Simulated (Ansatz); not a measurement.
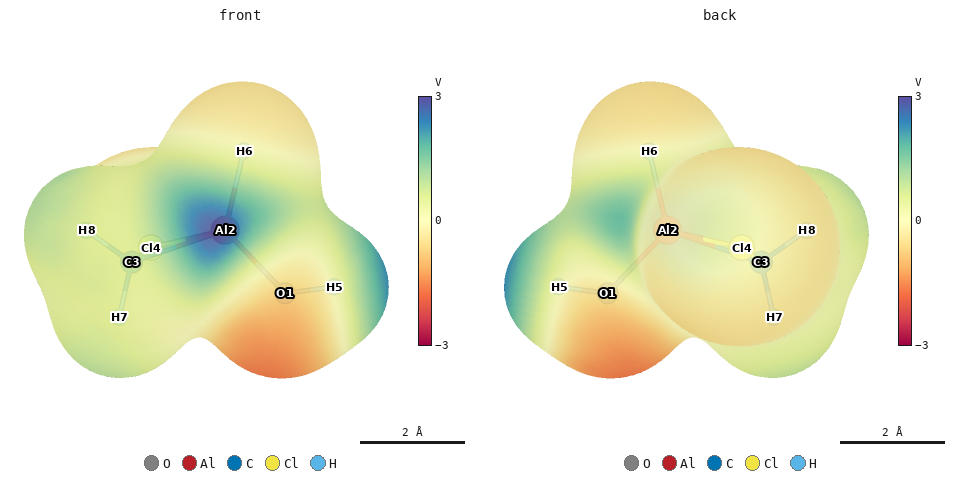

CH4AlClO. The molecular electrostatic potential painted on the density surface at 0.002 e/bohr³, seen from the front and from behind; red is negative and blue positive.

Method: Ansatz 0.2.0, RKS PBE0/def2-SVP.

```
atom    x (Å)    y (Å)    z (Å)
   O  -0.0735   1.4687  -1.2855
  Al  -0.2414   0.6676   0.2109
   C   0.6740  -1.0529   0.3479
  Cl  -0.9692  -1.8127  -0.0388
   H  -0.5869   2.2245  -1.5739
   H  -1.0567   1.2840   1.4176
   H   1.3585  -1.3702  -0.4489
   H   0.9872  -1.4660   1.3150
```

### Where is the surface potential most negative and most positive?

The most negative region (about −1.6 V) lies over O1, the most positive (about +2.7 V) over Al2. O1 is the likeliest acceptor of a hydrogen bond.
